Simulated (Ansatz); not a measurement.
Cl$_{2}$H$_{3}$HfNO

| atom | x (Å) | y (Å) | z (Å) |
| --- | --- | --- | --- |
| Hf | -0.0186 | -0.0308 | 0.1177 |
| N | 0.0513 | 0.1079 | 2.1310 |
| H | -0.3818 | -0.5318 | 2.8058 |
| H | 0.5443 | 0.8441 | 2.6512 |
| Cl | 2.2083 | -0.1931 | -0.7014 |
| Cl | -1.0187 | 1.9494 | -0.7408 |
| O | -1.0568 | -1.5994 | -0.2304 |
| H | -1.5431 | -2.3339 | -0.6277 |

Core potentials replace the inner electrons of Hf.

These are results of Ansatz, RKS PBE-D4/def2-SVP, not measurements.

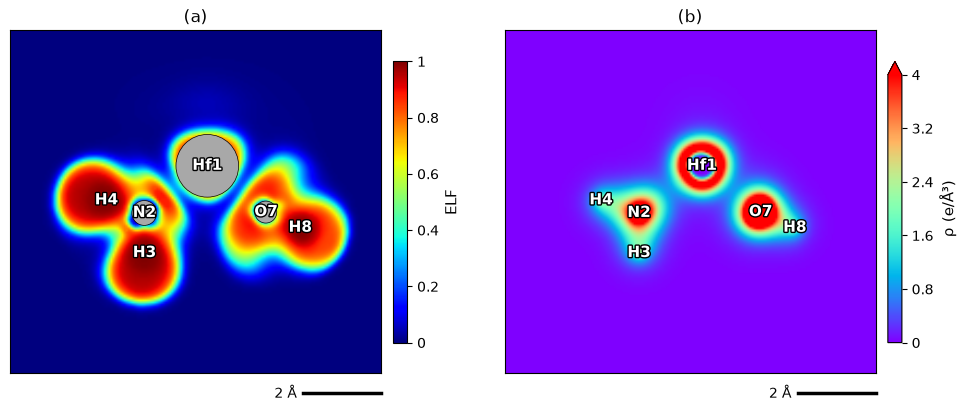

Figure 1. (a) ELF; (b) electron density on the plane of atoms Hf1, N2 and H4. Grey discs cover the atomic cores in the ELF map.

**Describe what can be read from this map.**

The section cuts through Hf, N, H and O sites. Hf–O (1.91 Å): ρ at the midpoint is about 0.88 e/Å³; the ELF peaks at about 0.80 in the valence shell of O, 0.5 Å from its nucleus, and drops to about 0.20 between the two atoms. Hf–N (2.02 Å): ρ is about 0.85 e/Å³ halfway; the ELF is about 0.30 at the midpoint. O–H (0.97 Å): the density is about 3.6 e/Å³ at the midpoint; the ELF climbs to about 1 towards the hydrogen, as it does in any bond to H; an ordinary covalent bond to hydrogen. N–H (1.03 Å): ρ at the midpoint is about 2.7 e/Å³; the ELF climbs to about 1 towards the hydrogen (an ordinary covalent bond to hydrogen).

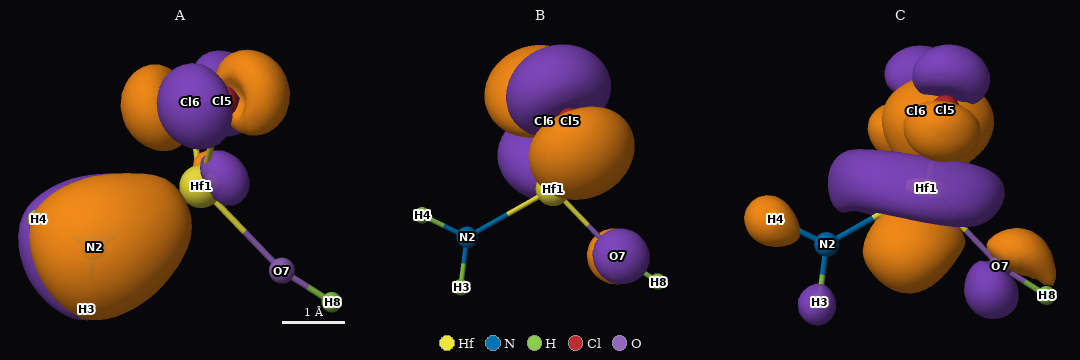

Figure 2. Three frontier orbitals at ±0.1 Å⁻³ᐟ² (orange and purple are the two phases), in no order.

**Which picture is the HOMO−1, the HOMO and the LUMO?**

B is the HOMO−1 (−7.34 eV). By Hirshfeld shares it lies mainly on Cl5 (about 45 %) and Cl6 (about 45 %); largely a combination of lone pairs on Cl5 and Cl6. A is the HOMO (−6.35 eV). Its weight (Hirshfeld) is mainly on N2 (about 65 %), Hf1 (about 15 %), Cl5 (about 10 %) and Cl6 (about 10 %). C is the LUMO (−1.63 eV). Its weight (Hirshfeld) is mainly on Hf1 (about 70 %), Cl5 (about 10 %), Cl6 (about 10 %) and O7 (about 5 %).

**What is the HOMO–LUMO gap?**

4.72 eV between the orbital energies.

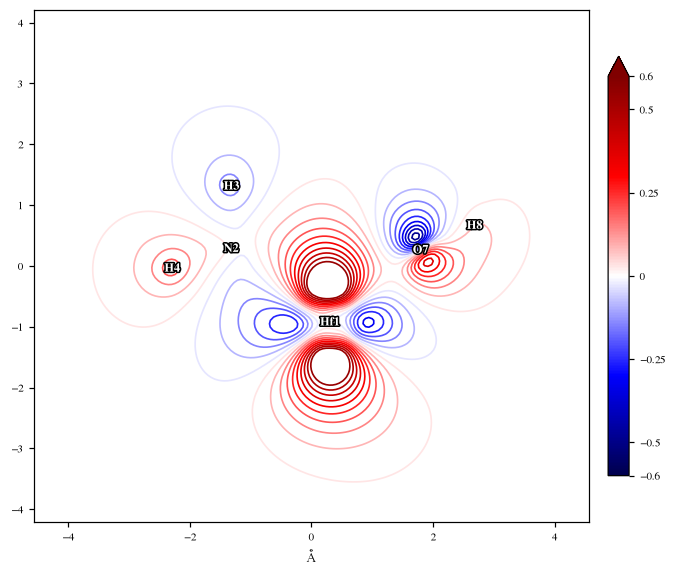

Figure 3. The LUMO on the plane of atoms Hf1, O7 and H8 (values in Å⁻³ᐟ²; the overall sign is arbitrary).

**Where does this orbital lie, and at what energy?**

By Hirshfeld shares it lies mainly on Hf1 (about 70 %), Cl5 (about 10 %), Cl6 (about 10 %) and O7 (about 5 %). Its energy is −1.63 eV.
